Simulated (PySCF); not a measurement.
Pb(Br)3, SMILES [Br][Pb-]([Br])[Br] (Br3Pb (anion, charge -1)) at its B3LYP/def2-SVP optimised geometry (Å):

```
4

Pb    -1.0894    -1.3596     0.0000
Br     1.6964    -1.3596     0.0000
Br    -1.7148    -2.1412     2.6010
Br    -1.6964     1.3596     0.0000
```

Level of theory: B3LYP/def2-TZVPD, def2 effective core potentials past Kr in PySCF. The core electrons that the potentials of Pb replace are not part of the density.

Map of the Laplacian of the electron density (e/bohr⁵) on the plane z = 1.5 Å:

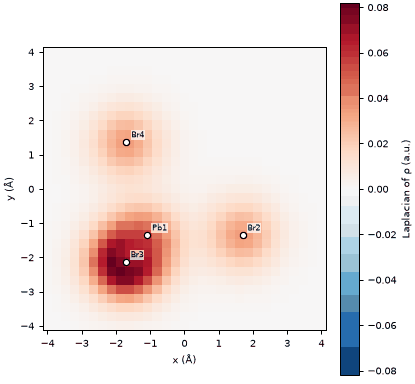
*Laplacian of the electron density (e/bohr⁵) on the plane z = 1.5 Å.*
